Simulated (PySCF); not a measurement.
I2Sn, SMILES [I][Sn][I] at its B3LYP/def2-SVP optimised geometry (Å):

```
3

Sn    -1.0910    -1.3565     0.0000
I     -1.6878     1.3565     0.0000
I      1.6878    -1.3565     0.0000
```

Method: B3LYP/def2-TZVP, def2 effective core potentials past Kr (PySCF 2.14.0). The core electrons that the potentials of I, Sn replace are not part of the density.

Map of the electron localisation function on the plane z = 0.8 Å:

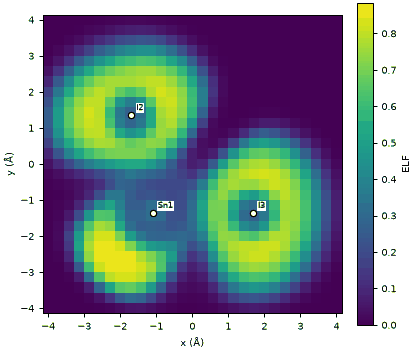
Fig. 1. Electron localisation function on the plane z = 0.8 Å.
